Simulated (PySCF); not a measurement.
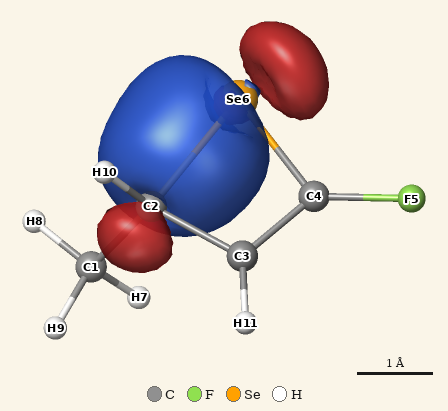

Figure. C4H5FSe, SMILES `CC1C=C(F)[Se]1`. Pipek–Mezey orbitals, occupied; each surface holds about 85 % of the orbital's density. Energies are diagonal elements of the Fock matrix.

Level of theory: TPSSh/aug-cc-pVDZ (PySCF), at a geometry from GFN2-xTB. No frequency check shows the geometry to be a minimum. GFN2-xTB bond lengths at metals and heavier atoms can be off by up to 0.1 Å and shapes distorted, which carries into these values.

The calculation's input:

```python
import numpy as np
from pyscf import gto, scf, dft, lo
from pyscf.data.elements import chemcore

def solve(mol, dm0=None, hcore=None):
    mf = (dft.UKS if mol.spin else dft.RKS)(mol, xc='tpssh')
    mf.grids.level = 3
    mf = mf.density_fit(auxbasis='def2-universal-jkfit')
    mf.conv_tol, mf.max_cycle = 1e-8, 80
    if hcore is not None:
        mf.get_hcore = lambda *args: hcore
    mf.kernel(dm0)
    if not mf.converged:
        mf = mf.newton().run(mf.mo_coeff, mf.mo_occ, max_cycle=30)
    assert mf.converged, 'SCF not converged'
    return mf

mol = gto.M(atom='''
C      2.32543     0.66802    -0.45873
C      1.15378     0.50718     0.48009
C      0.03502     1.50030     0.32040
C     -0.98027     0.70957    -0.00286
F     -2.25262     0.96672    -0.26851
Se    -0.12801    -1.00310     0.01466
H      1.98133     0.74526    -1.48760
H      3.00442    -0.17785    -0.37658
H      2.86893     1.57722    -0.20493
H      1.47966     0.38282     1.51467
H      0.08798     2.56708     0.43902
''', basis='aug-cc-pvdz', charge=0, spin=0, verbose=4)
mf = solve(mol)
occ_all = mf.mo_coeff[:, mf.mo_occ > 0]
occ = occ_all[:, chemcore(mol):]
pm = lo.PM(mol, occ, pop_method='meta_lowdin')
loc = pm.kernel()
for _ in range(5):
    new, stable = pm.stability_jacobi(return_status=True)
    if stable:
        break
    loc = pm.kernel(new)
fock, s = mf.get_fock(), mf.get_ovlp()
ortho = lo.orth_ao(mol, 'meta_lowdin')
labels = mol.ao_labels(fmt=None)
vir = loc[:, :0]
both = np.hstack([loc, vir])
p = (ortho.T @ s @ both) ** 2
pop = np.array([p[[l[0] == a for l in labels]].sum(0) for a in range(mol.natm)])
spd = np.array([[p[[l[0] == a and l[2][-1] == k for l in labels]].sum(0) for k in 'spd'] for a in range(mol.natm)])
eps = np.einsum('pi,pq,qi->i', both, fock, both)
for i in np.argsort(eps):
    top = np.argsort(-pop[:, i])[:3]
    print('%3d %s %9.4f Eh ' % (i + 1, 'occ' if i < loc.shape[1] else 'vir', eps[i]), '  '.join('%s%d %.3f' % (mol.atom_symbol(a), a + 1, pop[a, i]) for a in top))
np.savez('result.npz', c=both, nocc=loc.shape[1], pop=pop, spd=spd, eps=eps, e=mf.e_tot)
```

Run with:

```sh
OMP_NUM_THREADS=1 python input.py
```

The run took 76 s on 1 thread of AMD EPYC (Zen 3) (shared host), peak memory 0.84 GiB.

Question: What does this orbital represent?

Answer: σ bond Se6–C2 (Se6 52 %, C2 46 %; −11.6 eV).
